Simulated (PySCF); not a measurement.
# B3LYP/STO-3G run of AlH2F (SMILES [H][Al]([H])[F])

What is the vertical singlet–triplet gap of AlH2F at B3LYP/STO-3G? The job is set up through a Python script.

The calculation is run with PySCF 2.14.0.

21 further runs of the same task are left out: 3 that didn't finish, 18 set aside as unsound or not needed.

### 1 The molecule

AlH2F: 4 atoms, total charge 0, spin state singlet. SMILES: `[H][Al]([H])[F]`. The shape comes from GFN2-xTB, which is rough for such elements, and wasn't checked as a minimum.

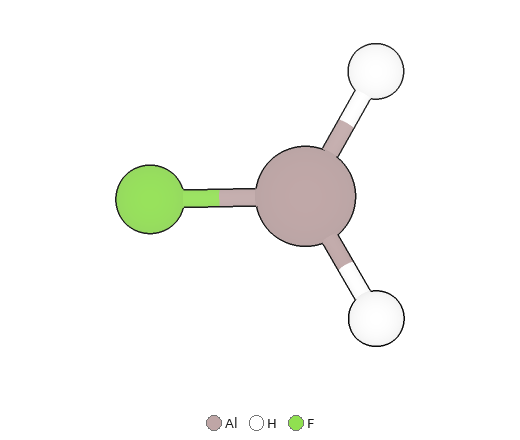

Viewed from a chosen angle; aluminium light grey, hydrogen white, fluorine green.

### 2 A single-point energy at B3LYP/STO-3G

The input, geometry.xyz:

```xyz
4

Al     0.019600     0.032680     0.000940
H      1.546910    -0.017870     0.014080
H     -0.738990     1.358820    -0.019420
F     -0.827520    -1.373630     0.004400
```

The input, input.py:

```python
from pyscf import gto, dft

molecule = gto.M(
    atom='geometry.xyz',
    max_memory=1860,
    basis='sto-3g',
    verbose=3,
    charge=0,
)

mf = dft.RKS(molecule)
mf.xc = 'b3lyp'
mf.grids.level = 5
mf.conv_tol = 1e-10
mf.kernel()
if not mf.converged:
    mf = mf.newton().run(mf.mo_coeff, mf.mo_occ)

etot = mf.e_tot
print('E = %.10f Eh' % etot)
```

The run is started by

```sh
$ OMP_NUM_THREADS=1 python input.py
```

Standard output:

```text
converged SCF energy = -339.11373472697
E = -339.1137347270 Eh
```

Run time: 2.1 s. Hardware: 1 thread of Intel Xeon Platinum 8488C (Sapphire Rapids), shared host; peak memory 0.18 GiB.

### 3 The triplet

The input, calc.py:

```python
from pyscf import gto, dft

mol = gto.Mole()
mol.atom = '''
Al     0.019600     0.032680     0.000940
H      1.546910    -0.017870     0.014080
H     -0.738990     1.358820    -0.019420
F     -0.827520    -1.373630     0.004400
'''
mol.spin = 2
mol.basis = 'sto-3g'
mol.max_memory = 1860
mol.verbose = 3
mol.build()

mf = dft.UKS(mol)
mf.xc = 'b3lyp'
mf.grids.level = 5
mf.conv_tol = 1e-10
mf.kernel()
if not mf.converged:
    mf = mf.newton().run(mf.mo_coeff, mf.mo_occ)

energy = mf.e_tot
print(f'total energy: {energy:.8f} hartree')
```

The run is started by

```sh
$ OMP_NUM_THREADS=1 python calc.py
```

Standard output:

```text
WARN: HOMO 0.0594558731971073 >= LUMO -0.333409040347182

WARN: HOMO 0.176900367124018 >= LUMO 0.0944415811679742

WARN: HOMO 0.116495420534217 >= LUMO -0.077274310257566

WARN: HOMO 0.107210254801295 >= LUMO -0.112099625914594

WARN: HOMO 0.115000964607916 >= LUMO -0.115616191079251

WARN: HOMO 0.112377576191118 >= LUMO -0.117178041482653

WARN: HOMO 0.112443467788586 >= LUMO -0.117374377250097

WARN: HOMO 0.11250223029173 >= LUMO -0.117368774381498

WARN: HOMO 0.112505120787812 >= LUMO -0.117340275223773

WARN: HOMO 0.112505479395013 >= LUMO -0.117330796218772

WARN: HOMO 0.112505506125993 >= LUMO -0.117330018408969

WARN: HOMO 0.112505483200564 >= LUMO -0.117329753365917

converged SCF energy = -338.840035712604  <S^2> = 2.0020569  2S+1 = 3.0013709
total energy: -338.84003571 hartree
```

Run time: 3.9 s. Hardware: 1 thread of Intel Xeon Platinum 8488C (Sapphire Rapids), shared host; peak memory 0.19 GiB.

### 4 Summary of results

At B3LYP/STO-3G:

```
                                        quantity          value
                           singlet: total energy  -339.11373 Eh
                          singlet: dipole moment         0.08 D
                            singlet: HOMO energy       -4.12 eV
                            singlet: LUMO energy        4.63 eV
                          singlet: HOMO–LUMO gap        8.74 eV
                           triplet: total energy  -338.84004 Eh
                          triplet: dipole moment         0.67 D
                                   triplet: ⟨S²⟩          2.002
vertical energy of the triplet above the singlet       7.448 eV
```

At this shape the triplet lies 7.45 eV (719 kJ/mol) above the singlet. In a minimal basis such a difference can be off by several eV, whatever the method. Mulliken charges (singlet) run from -0.27 on F4 to +0.77 on Al1; they depend strongly on the basis.
